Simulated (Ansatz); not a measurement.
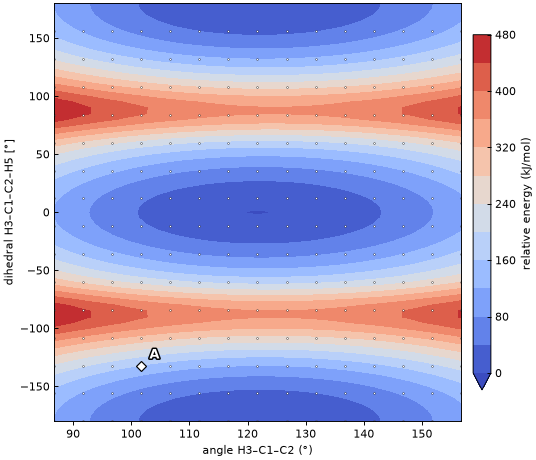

C2H4, SMILES C=C. 
- The first coordinate is: angle H3–C1–C2; the second: dihedral H3–C1–C2–H5.
- Nothing is relaxed (all other coordinates rigid).
- The grid has 15 × 15 points; 120 points were computed and 105 follow by symmetry.
- All energies are given in kJ/mol relative to the lowest grid point.
- The dihedral twists a double bond; near 90° a spin-restricted reference is unreliable.
- These are results of Ansatz, RKS B3LYP-D4/def2-TZVP, not measurements.

In the figure: filled contours, dots at the grid points, the point A. Between grid points the surface is interpolated.

Question: Is A at rest? If not, where is it pushed?

Answer: A, at angle H3–C1–C2 = 101.7°, dihedral H3–C1–C2–H5 = −132°, is not a stationary point. The computed force is 3.7 kJ/mol for each degree towards larger values of angle H3–C1–C2 and 5 kJ/mol for each degree towards smaller values of dihedral H3–C1–C2–H5.
